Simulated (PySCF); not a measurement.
# GaH: from the state search to spectroscopic constants, part 1 of 2

Aim: find the lowest electronic state of GaH, scan its bond at several levels of theory, and get bond length, wavenumber and dissociation energy from each curve.

Computed with PySCF 2.14.0. Level: Ga jorge-DZP-DKH, H jorge-DZP-DKH, spin-free X2C with a Gaussian nucleus.

## 1. The job

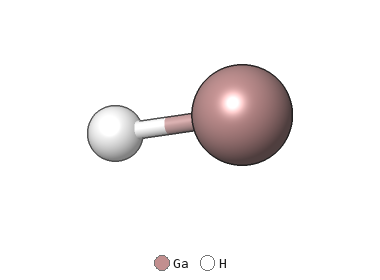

The two atoms at the starting distance (gallium pink, hydrogen white).

The job is set up so:

```json
{
  "atoms": "Ga, H",
  "charge": "0",
  "basis": "Ga jorge-DZP-DKH, H jorge-DZP-DKH",
  "Hamiltonian": "spin-free X2C with a Gaussian nucleus",
  "basis functions": "48",
  "electrons treated": "32",
  "masses in u": "68.9256, 1.0078",
  "levels": "PBE0, PBE, r²SCAN, M06-L, PW91, BHandHLYP, HSE06, HF, MP2, SCS-MP2, CCSD, CCSD(T)",
  "grid": "80 radial by 434 angular points",
  "occupations": "held fixed by the projection of orbital angular momentum",
  "dissociation limit": "Ga + H, each in its ground configuration",
  "starting distance in angstrom": "1.525",
  "values of 2S to try": "0, 2"
}
```

On the command line:

```console
OMP_NUM_THREADS=1 python dia.py task.json out
```

After the search, every level is run at each distance in turn; below they are sorted by level.

## 2. State search with unrestricted PBE0

Unrestricted PBE0 solutions at 1.525 Å, counted from the lowest. The search isn't exhaustive.

| 2Ms+1 | unpaired | term | E (eV) | ⟨S²⟩ | ⟨Lz²⟩ | μ (D) |
| --- | --- | --- | --- | --- | --- | --- |
| 1 | none | ¹Σ⁺ | 0.00 | 0.00 | 0.00 | 0.15 |
| 3 | σ ↑, π ↑ | ³Π | 1.99 | 2.00 | 1.00 | -0.21 |
| 1 | σ ↑, π ↓ | not assigned | 2.38 | 1.01 | 1.00 | 0.12 |
| 3 | π ↑↑ | ³Σ⁻ | 5.56 | 2.09 | 0.00 | -0.61 |
| 1 | π ↑↓ | not assigned | 6.00 | 1.00 | 2.00 | -0.70 |
| 3 | σ ↑↑ | ³Σ⁺ | 6.08 | 2.00 | 0.00 | -0.08 |

6 of 10 solutions are listed, lowest first.

A term symbol stands only where ⟨S²⟩ and ⟨Lz²⟩ are near those of a pure state. A positive dipole means Ga(−)H(+).

The most promising solutions are followed along the bond (rough minima from three points):

| 2Ms+1 | unpaired | R at minimum (Å) | energy at minimum (eV) |
| --- | --- | --- | --- |
| 1 | none | 1.67 | 0.00 |
| 3 | σ ↑, π ↑ | 1.59 | 2.08 |

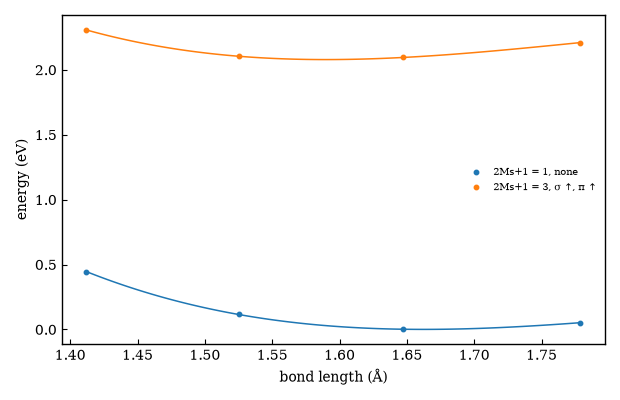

Short scans of the candidates.

The search made 11 SCF attempts at the starting distance; with the short scans it took 10 s of wall time (1 thread of Intel Xeon Platinum 8488C (Sapphire Rapids), shared host).

## 3. The PBE0 curve of the state that the search chose

State followed: ¹Σ⁺ (singlet), closed shell. The scan is laid around 1.667 Å.

Log of the SCF at 1.667 Å:

```text
******** <class 'pyscf.dft.uks_symm.SymAdaptedUKS'> ********
method = SymAdaptedUKS
initial guess = minao
damping factor = 0
level_shift factor = 0
DIIS = <class 'pyscf.scf.diis.CDIIS'>
diis_start_cycle = 1
diis_space = 10
diis_damp = 0
SCF conv_tol = 1e-09
SCF conv_tol_grad = None
SCF max_cycles = 60
direct_scf = False
max_memory 909 MB (current use 277 MB)
number electrons alpha = 16  beta = 16
XC library pyscf.dft.libxc version 7.0.0
    S. Lehtola, C. Steigemann, M. J.T. Oliveira, and M. A.L. Marques.,  SoftwareX 7, 1–5 (2018)
XC functionals = PBE0
    C. Adamo and V. Barone.,  J. Chem. Phys. 110, 6158 (1999)
    M. Ernzerhof and G. E. Scuseria.,  J. Chem. Phys. 110, 5029 (1999)
small_rho_cutoff = 0
Overwritten attributes  get_jk get_hcore get_j get_k get_occ  of <class 'pyscf.dft.uks_symm.SymAdaptedUKS'>
<class 'pyscf.dft.uks_symm.SymAdaptedUKS'> does not have attributes  refdm
Set gradient conv threshold to 3.16228e-05
init E= -1944.05293029761
cycle= 1 E= -1944.05527206162  delta_E= -0.00234  |g|= 0.00335  |ddm|= 0.0146
cycle= 2 E= -1944.05527593318  delta_E= -3.87e-06  |g|= 0.00236  |ddm|= 0.0122
cycle= 3 E= -1944.0552779749  delta_E= -2.04e-06  |g|= 0.00039  |ddm|= 0.00358
cycle= 4 E= -1944.05527799458  delta_E= -1.97e-08  |g|= 9.8e-05  |ddm|= 0.000234
cycle= 5 E= -1944.05527799616  delta_E= -1.59e-09  |g|= 1.53e-05  |ddm|= 0.000124
cycle= 6 E= -1944.05527799626  delta_E= -9.75e-11  |g|= 1.73e-06  |ddm|= 2.54e-05
Extra cycle  E= -1944.05527799626  delta_E= -4.55e-13  |g|= 1.86e-06  |ddm|= 7.52e-06
converged SCF energy = -1944.05527799626  <S^2> = 1.7763568e-15  2S+1 = 1
```

Points of the scan, energies from the lowest:

| R (Å) | E (eV) | μ (D) | Mulliken charge of Ga (e) | Mayer bond order | ⟨S²⟩ | HOMO (eV) | LUMO (eV) |
| --- | --- | --- | --- | --- | --- | --- | --- |
| 1.4336 | 0.3605 | 0.52 | 0.28 | 0.82 | 0.00 | -5.64 | -1.43 |
| 1.5003 | 0.1654 | 0.25 | 0.28 | 0.83 | 0.00 | -5.70 | -1.45 |
| 1.5670 | 0.0535 | -0.03 | 0.29 | 0.84 | 0.00 | -5.76 | -1.47 |
| 1.6170 | 0.0122 | -0.25 | 0.29 | 0.84 | 0.00 | -5.80 | -1.48 |
| 1.6670 | 0.0000 | -0.46 | 0.29 | 0.85 | 0.00 | -5.83 | -1.50 |
| 1.7170 | 0.0116 | -0.68 | 0.30 | 0.85 | 0.00 | -5.85 | -1.52 |
| 1.7837 | 0.0566 | -0.97 | 0.30 | 0.86 | 0.00 | -5.87 | -1.55 |
| 1.8670 | 0.1487 | -1.32 | 0.30 | 0.87 | 0.00 | -5.87 | -1.60 |
| 1.9671 | 0.2956 | -1.75 | 0.30 | 0.87 | 0.00 | -5.84 | -1.65 |
| 2.1004 | 0.5269 | -2.29 | 0.31 | 0.88 | 0.00 | -5.77 | -1.73 |

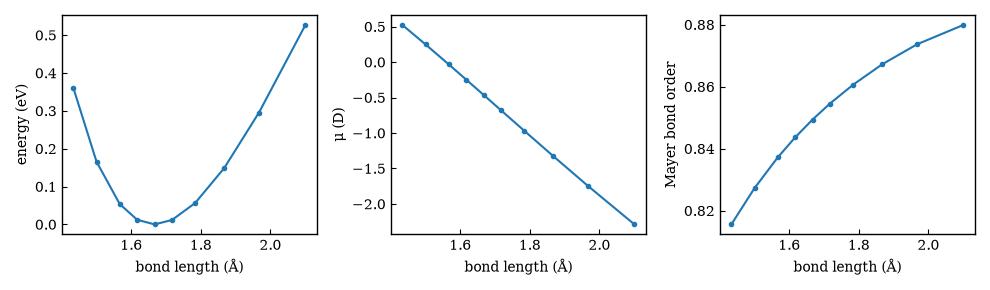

PBE0 along the bond.

The fit gives Re = 1.666 Å, ωe = 1615 cm⁻¹, ωexe = 25.5 cm⁻¹, αe = 0.174 cm⁻¹, Be = 6.115 cm⁻¹, De = 2.93 eV, μ = -0.46 D.

Orbitals nearest the gap at 1.667 Å:

| spin | orbital | ε (eV) | filled | made of |
| --- | --- | --- | --- | --- |
| both | δ | -21.81 | yes | Ga d 100 % |
| both | δ | -21.81 | yes | Ga d 100 % |
| both | σ | -21.57 | yes | Ga d 99 % |
| both | π | -21.57 | yes | Ga d 100 % |
| both | π | -21.57 | yes | Ga d 100 % |
| both | σ | -10.93 | yes | Ga s 70 %, H s 26 % |
| both | σ | -5.83 | yes | Ga p 37 %, H s 37 %, Ga s 26 % |
| both | π | -1.50 | no | Ga p 100 % |
| both | π | -1.50 | no | Ga p 100 % |
| both | σ | 2.37 | no | Ga p 62 %, H s 36 % |

Polarisability there: 45.5 bohr³ along the bond, 25.1 across it. Without diffuse functions these come out too small, above all across the bond.

## 4. Orbitals, density and potential

The fields below are evaluated on a grid from the run's orbitals.

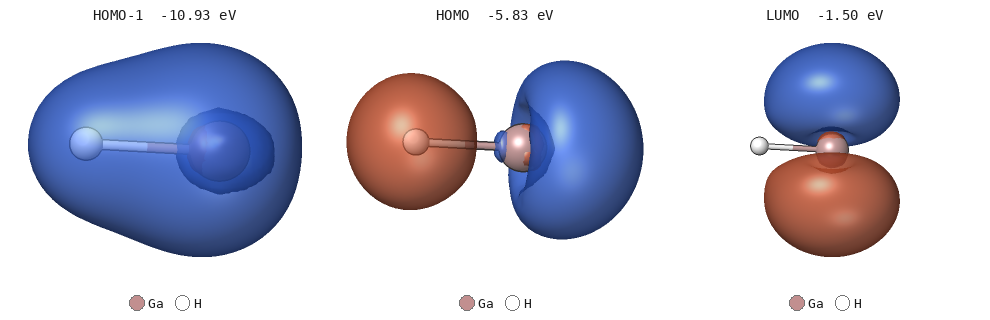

PBE0 orbitals near the gap, drawn at the value that encloses 70 % of each; the two colours are the two signs.

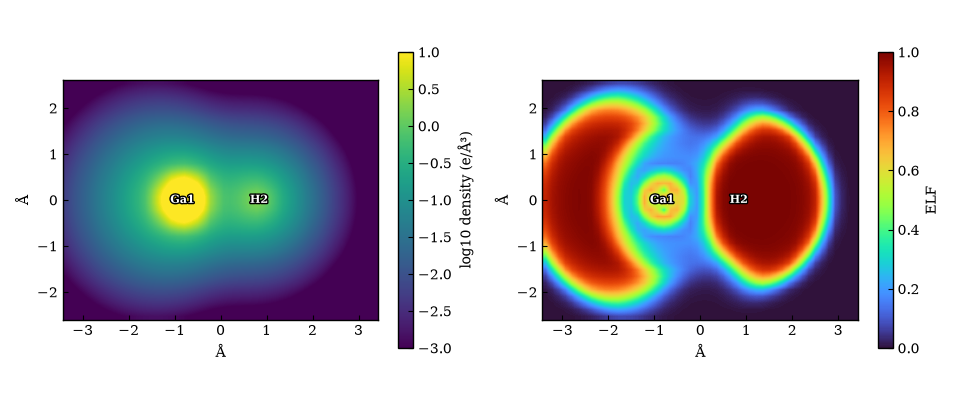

Density (left) and ELF (right) in a plane through or near 2 of the atoms.

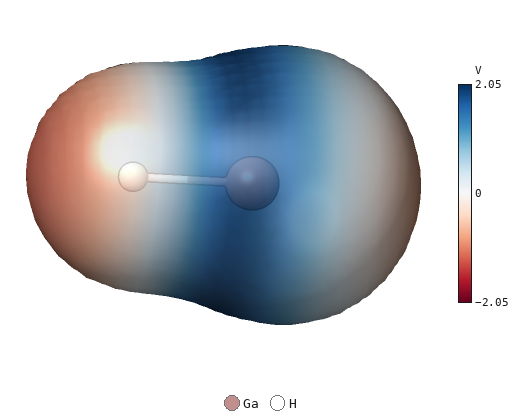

The potential that a unit positive charge feels on the 0.002 e/bohr³ surface, from the 1st to the 99th percentile, from -1.15 to 2.05 V.

## 5. Other states along the same grid

State 2: ³Π (triplet), unpaired electrons σ ↑, π ↑, an excited solution.

Output of the SCF at 1.667 Å:

```text
[... 13 set-up lines left out, the same as in an earlier log ...]
max_memory 909 MB (current use 325 MB)
number electrons alpha = 17  beta = 15
[... 7 set-up lines left out, the same as in an earlier log ...]
init E= -1943.97430600361
cycle= 1 E= -1943.97785878812  delta_E= -0.00355  |g|= 0.00265  |ddm|= 0.0128
cycle= 2 E= -1943.97786313971  delta_E= -4.35e-06  |g|= 0.0027  |ddm|= 0.00639
cycle= 3 E= -1943.97786468889  delta_E= -1.55e-06  |g|= 0.000545  |ddm|= 0.00183
cycle= 4 E= -1943.97786497307  delta_E= -2.84e-07  |g|= 0.000238  |ddm|= 0.00117
cycle= 5 E= -1943.97786513256  delta_E= -1.59e-07  |g|= 0.000115  |ddm|= 0.0012
cycle= 6 E= -1943.97786515007  delta_E= -1.75e-08  |g|= 2.14e-05  |ddm|= 0.000536
cycle= 7 E= -1943.9778651503  delta_E= -2.3e-10  |g|= 3.01e-06  |ddm|= 3.71e-05
Extra cycle  E= -1943.9778651503  delta_E= -5e-12  |g|= 2.29e-06  |ddm|= 8.36e-06
converged SCF energy = -1943.9778651503  <S^2> = 2.0058189  2S+1 = 3.0038768
```

Re = 1.590 Å, ωe = 1682 cm⁻¹, ωexe = 65.4 cm⁻¹, αe = 0.309 cm⁻¹, Be = 6.713 cm⁻¹, μ = -0.25 D. Its minimum lies 2.08 eV above that of the lowest state.

Energy (eV) from the lowest point of the lowest state:

| R (Å) | lowest | state 2 |
| --- | --- | --- |
| 1.434 | 0.361 | 2.248 |
| 1.500 | 0.165 | 2.129 |
| 1.567 | 0.054 | 2.083 |
| 1.617 | 0.012 | 2.084 |
| 1.667 | 0.000 | 2.107 |
| 1.717 | 0.012 | 2.146 |
| 1.784 | 0.057 | 2.215 |
| 1.867 | 0.149 | 2.316 |
| 1.967 | 0.296 | 2.440 |
| 2.100 | 0.527 | 2.586 |

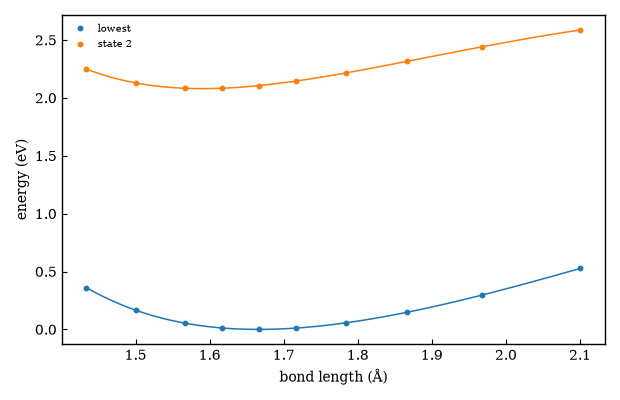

PBE0 curves of the followed states.

## 6. PBE (GGA)

The SCF at the reference distance, 1.667 Å, printed:

```text
[... 13 set-up lines left out, the same as in an earlier log ...]
max_memory 909 MB (current use 293 MB)
[... 3 set-up lines left out, the same as in an earlier log ...]
XC functionals = PBE
    J. P. Perdew, K. Burke, and M. Ernzerhof.,  Phys. Rev. Lett. 77, 3865 (1996)
    J. P. Perdew, K. Burke, and M. Ernzerhof.,  Phys. Rev. Lett. 78, 1396 (1997)
    J. P. Perdew, K. Burke, and M. Ernzerhof.,  Phys. Rev. Lett. 77, 3865 (1996)
    J. P. Perdew, K. Burke, and M. Ernzerhof.,  Phys. Rev. Lett. 78, 1396 (1997)
[... 2 set-up lines left out, the same as in an earlier log ...]
init E= -1944.03794746914
cycle= 1 E= -1944.03884898818  delta_E= -0.000902  |g|= 0.0755  |ddm|= 0.0851
cycle= 2 E= -1944.03798093122  delta_E= 0.000868  |g|= 0.113  |ddm|= 0.0696
cycle= 3 E= -1944.03956787175  delta_E= -0.00159  |g|= 0.00136  |ddm|= 0.0482
cycle= 4 E= -1944.03956879944  delta_E= -9.28e-07  |g|= 0.000475  |ddm|= 0.00366
cycle= 5 E= -1944.03956890392  delta_E= -1.04e-07  |g|= 0.000136  |ddm|= 0.00135
cycle= 6 E= -1944.03956892102  delta_E= -1.71e-08  |g|= 9.45e-06  |ddm|= 0.000411
cycle= 7 E= -1944.03956892104  delta_E= -2.43e-11  |g|= 1.72e-06  |ddm|= 1.57e-05
Extra cycle  E= -1944.03956892104  delta_E= -4.55e-13  |g|= 2.65e-06  |ddm|= 4.6e-06
converged SCF energy = -1944.03956892104  <S^2> = 3.5527137e-15  2S+1 = 1
```

Re = 1.684 Å, ωe = 1548 cm⁻¹, ωexe = 24.5 cm⁻¹, αe = 0.174 cm⁻¹, Be = 5.985 cm⁻¹, De = 2.98 eV, μ = -0.58 D.

## 7. r²SCAN (meta-GGA)

Output of the SCF at 1.667 Å:

```text
[... 13 set-up lines left out, the same as in an earlier log ...]
max_memory 909 MB (current use 294 MB)
[... 3 set-up lines left out, the same as in an earlier log ...]
XC functionals = R2SCAN
    J. W. Furness, A. D. Kaplan, J. Ning, J. P. Perdew, and J. Sun.,  J. Phys. Chem. Lett. 11, 8208-8215 (2020)
    J. W. Furness, A. D. Kaplan, J. Ning, J. P. Perdew, and J. Sun.,  J. Phys. Chem. Lett. 11, 9248-9248 (2020)
    J. W. Furness, A. D. Kaplan, J. Ning, J. P. Perdew, and J. Sun.,  J. Phys. Chem. Lett. 11, 8208-8215 (2020)
    J. W. Furness, A. D. Kaplan, J. Ning, J. P. Perdew, and J. Sun.,  J. Phys. Chem. Lett. 11, 9248-9248 (2020)
[... 2 set-up lines left out, the same as in an earlier log ...]
init E= -1944.27606113837
cycle= 1 E= -1944.27659906024  delta_E= -0.000538  |g|= 0.0109  |ddm|= 0.0654
cycle= 2 E= -1944.27659351577  delta_E= 5.54e-06  |g|= 0.0125  |ddm|= 0.0086
cycle= 3 E= -1944.27661271784  delta_E= -1.92e-05  |g|= 0.00137  |ddm|= 0.00518
cycle= 4 E= -1944.27661299999  delta_E= -2.82e-07  |g|= 0.000199  |ddm|= 0.00181
cycle= 5 E= -1944.27661302554  delta_E= -2.56e-08  |g|= 2.72e-05  |ddm|= 0.000545
cycle= 6 E= -1944.27661302618  delta_E= -6.36e-10  |g|= 5.9e-06  |ddm|= 7.27e-05
Extra cycle  E= -1944.27661302618  delta_E= -2.27e-13  |g|= 8.68e-06  |ddm|= 1.17e-05
converged SCF energy = -1944.27661302618  <S^2> = 0  2S+1 = 1
```

Re = 1.655 Å, ωe = 1632 cm⁻¹, ωexe = 25.9 cm⁻¹, αe = 0.180 cm⁻¹, Be = 6.195 cm⁻¹, De = 3.02 eV, μ = -0.39 D. 6.3 s of CPU time for 12 points, integrals apart.

## 8. M06-L

Output of the SCF at 1.667 Å:

```text
[... 13 set-up lines left out, the same as in an earlier log ...]
max_memory 909 MB (current use 304 MB)
[... 3 set-up lines left out, the same as in an earlier log ...]
XC functionals = M06L
    Y. Zhao and D. G. Truhlar.,  J. Chem. Phys. 125, 194101 (2006)
    Y. Zhao and D. G. Truhlar.,  J. Chem. Phys. 125, 194101 (2006)
    Y. Zhao and D. G. Truhlar.,  Theor. Chem. Acc. 120, 215 (2008)
[... 2 set-up lines left out, the same as in an earlier log ...]
init E= -1944.23328444298
cycle= 1 E= -1944.23659049054  delta_E= -0.00331  |g|= 0.0373  |ddm|= 0.0828
cycle= 2 E= -1944.23643155418  delta_E= 0.000159  |g|= 0.0533  |ddm|= 0.0489
cycle= 3 E= -1944.23681393785  delta_E= -0.000382  |g|= 0.00169  |ddm|= 0.0232
cycle= 4 E= -1944.23681560141  delta_E= -1.66e-06  |g|= 0.000766  |ddm|= 0.00663
cycle= 5 E= -1944.23681597695  delta_E= -3.76e-07  |g|= 2.63e-05  |ddm|= 0.00189
cycle= 6 E= -1944.23681597715  delta_E= -1.98e-10  |g|= 6.29e-06  |ddm|= 3.91e-05
Extra cycle  E= -1944.23681597716  delta_E= -3.87e-12  |g|= 8.49e-06  |ddm|= 2.09e-05
converged SCF energy = -1944.23681597716  <S^2> = 7.1054274e-15  2S+1 = 1
```

Re = 1.675 Å, ωe = 1591 cm⁻¹, ωexe = 27.9 cm⁻¹, αe = 0.181 cm⁻¹, Be = 6.049 cm⁻¹, De = 3.14 eV, μ = -0.63 D. 6.5 s of CPU time for 12 points, integrals apart.

## 9. PW91

The SCF at the reference distance, 1.667 Å, printed:

```text
[... 17 set-up lines left out, the same as in an earlier log ...]
XC functionals = PW91,PW91
    J. P. Perdew. In P. Ziesche and H. Eschrig, editors, Proceedings of the 75. WE-Heraeus-Seminar and 21st Annual International Symposium on Electronic Structure of Solids, 11. Berlin, 1991. Akademie Verlag.
    J. P. Perdew, J. A. Chevary, S. H. Vosko, K. A. Jackson, M. R. Pederson, D. J. Singh, and C. Fiolhais.,  Phys. Rev. B 46, 6671 (1992)
    J. P. Perdew, J. A. Chevary, S. H. Vosko, K. A. Jackson, M. R. Pederson, D. J. Singh, and C. Fiolhais.,  Phys. Rev. B 48, 4978 (1993)
    J. P. Perdew. In P. Ziesche and H. Eschrig, editors, Proceedings of the 75. WE-Heraeus-Seminar and 21st Annual International Symposium on Electronic Structure of Solids, 11. Berlin, 1991. Akademie Verlag.
    J. P. Perdew, J. A. Chevary, S. H. Vosko, K. A. Jackson, M. R. Pederson, D. J. Singh, and C. Fiolhais.,  Phys. Rev. B 46, 6671 (1992)
    J. P. Perdew, J. A. Chevary, S. H. Vosko, K. A. Jackson, M. R. Pederson, D. J. Singh, and C. Fiolhais.,  Phys. Rev. B 48, 4978 (1993)
[... 2 set-up lines left out, the same as in an earlier log ...]
init E= -1944.49115547907
cycle= 1 E= -1944.49264706939  delta_E= -0.00149  |g|= 0.0628  |ddm|= 0.102
cycle= 2 E= -1944.49205190806  delta_E= 0.000595  |g|= 0.094  |ddm|= 0.0544
cycle= 3 E= -1944.49315883888  delta_E= -0.00111  |g|= 0.0016  |ddm|= 0.0399
cycle= 4 E= -1944.49315977728  delta_E= -9.38e-07  |g|= 0.000596  |ddm|= 0.00395
cycle= 5 E= -1944.49315990338  delta_E= -1.26e-07  |g|= 9.32e-05  |ddm|= 0.00119
cycle= 6 E= -1944.49315991205  delta_E= -8.67e-09  |g|= 1.66e-05  |ddm|= 0.000314
cycle= 7 E= -1944.49315991217  delta_E= -1.29e-10  |g|= 1.63e-06  |ddm|= 3.73e-05
Extra cycle  E= -1944.49315991218  delta_E= -2.27e-12  |g|= 2.44e-06  |ddm|= 5.04e-06
converged SCF energy = -1944.49315991218  <S^2> = 3.5527137e-15  2S+1 = 1
```

Re = 1.680 Å, ωe = 1555 cm⁻¹, ωexe = 24.4 cm⁻¹, αe = 0.175 cm⁻¹, Be = 6.010 cm⁻¹, De = 3.00 eV, μ = -0.58 D. 3.9 s of CPU time for 12 points, integrals apart.

## 10. BHandHLYP (global hybrid GGA)

The SCF at the reference distance, 1.667 Å, printed:

```text
[... 17 set-up lines left out, the same as in an earlier log ...]
XC functionals = BHANDHLYP
    A. D. Becke.,  J. Chem. Phys. 98, 1372 (1993)
    Defined through Gaussian implementation.
[... 2 set-up lines left out, the same as in an earlier log ...]
init E= -1944.2752209177
cycle= 1 E= -1944.27599952338  delta_E= -0.000779  |g|= 0.0403  |ddm|= 0.0551
cycle= 2 E= -1944.27598260646  delta_E= 1.69e-05  |g|= 0.0407  |ddm|= 0.0303
cycle= 3 E= -1944.27617437548  delta_E= -0.000192  |g|= 0.00126  |ddm|= 0.0153
cycle= 4 E= -1944.27617464823  delta_E= -2.73e-07  |g|= 0.000111  |ddm|= 0.00138
cycle= 5 E= -1944.27617465425  delta_E= -6.02e-09  |g|= 2.08e-05  |ddm|= 0.000205
cycle= 6 E= -1944.27617465441  delta_E= -1.66e-10  |g|= 3.21e-06  |ddm|= 4.08e-05
Extra cycle  E= -1944.27617465442  delta_E= -3.64e-12  |g|= 1.31e-06  |ddm|= 5.26e-06
converged SCF energy = -1944.27617465442  <S^2> = 3.5527137e-15  2S+1 = 1
```

Re = 1.657 Å, ωe = 1656 cm⁻¹, ωexe = 25.8 cm⁻¹, αe = 0.173 cm⁻¹, Be = 6.178 cm⁻¹, De = 2.98 eV, μ = -0.48 D.

## 11. HSE06 (range-separated hybrid)

Log of the SCF at 1.667 Å:

```text
[... 13 set-up lines left out, the same as in an earlier log ...]
max_memory 909 MB (current use 305 MB)
[... 3 set-up lines left out, the same as in an earlier log ...]
XC functionals = HSE06
    J. Heyd, G. E. Scuseria, and M. Ernzerhof.,  J. Chem. Phys. 118, 8207 (2003)
    J. Heyd, G. E. Scuseria, and M. Ernzerhof.,  J. Chem. Phys. 124, 219906 (2006)
    A. V. Krukau, O. A. Vydrov, A. F. Izmaylov, and G. E. Scuseria.,  J. Chem. Phys. 125, 224106 (2006)
[... 2 set-up lines left out, the same as in an earlier log ...]
init E= -1944.06033774855
cycle= 1 E= -1944.06037552341  delta_E= -3.78e-05  |g|= 0.0184  |ddm|= 0.0192
cycle= 2 E= -1944.06034891349  delta_E= 2.66e-05  |g|= 0.0231  |ddm|= 0.0149
cycle= 3 E= -1944.0604142286  delta_E= -6.53e-05  |g|= 0.000407  |ddm|= 0.00962
cycle= 4 E= -1944.06041427081  delta_E= -4.22e-08  |g|= 5.6e-05  |ddm|= 0.000673
cycle= 5 E= -1944.06041427253  delta_E= -1.72e-09  |g|= 1.3e-05  |ddm|= 0.000158
cycle= 6 E= -1944.06041427267  delta_E= -1.36e-10  |g|= 1.2e-06  |ddm|= 3.69e-05
Extra cycle  E= -1944.06041427267  delta_E= -9.09e-13  |g|= 1.53e-06  |ddm|= 3.66e-06
converged SCF energy = -1944.06041427267  <S^2> = 0  2S+1 = 1
```

Re = 1.667 Å, ωe = 1610 cm⁻¹, ωexe = 25.3 cm⁻¹, αe = 0.175 cm⁻¹, Be = 6.108 cm⁻¹, De = 2.94 eV, μ = -0.48 D.

## 12. RHF (mean field)

Log of the SCF at 1.667 Å:

```text
******** <class 'pyscf.scf.hf_symm.SymAdaptedRHF'> ********
method = SymAdaptedRHF
[... 12 set-up lines left out, the same as in an earlier log ...]
Overwritten attributes  get_jk get_hcore get_j get_k get_occ  of <class 'pyscf.scf.hf_symm.SymAdaptedRHF'>
<class 'pyscf.scf.hf_symm.SymAdaptedRHF'> does not have attributes  refdm
[... 1 set-up line left out, the same as in an earlier log ...]
init E= -1942.62153560484
cycle= 1 E= -1942.63321536875  delta_E= -0.0117  |g|= 0.129  |ddm|= 0.275
cycle= 2 E= -1942.63382788645  delta_E= -0.000613  |g|= 0.0835  |ddm|= 0.128
cycle= 3 E= -1942.63422748682  delta_E= -0.0004  |g|= 0.00836  |ddm|= 0.0267
cycle= 4 E= -1942.63423875696  delta_E= -1.13e-05  |g|= 0.000957  |ddm|= 0.0155
cycle= 5 E= -1942.63423933671  delta_E= -5.8e-07  |g|= 0.000142  |ddm|= 0.00434
cycle= 6 E= -1942.63423934406  delta_E= -7.35e-09  |g|= 2.52e-05  |ddm|= 0.000366
cycle= 7 E= -1942.63423934443  delta_E= -3.73e-10  |g|= 4.95e-06  |ddm|= 0.000104
Extra cycle  E= -1942.63423934444  delta_E= -5.68e-12  |g|= 1.89e-06  |ddm|= 1.11e-05
converged SCF energy = -1942.63423934444
```

Re = 1.656 Å, ωe = 1696 cm⁻¹, ωexe = 27.9 cm⁻¹, αe = 0.174 cm⁻¹, Be = 6.191 cm⁻¹, De = 2.13 eV, μ = -0.28 D. 0.6 s of CPU time for 12 points, integrals apart.

(Continued in part 2 of 2.)
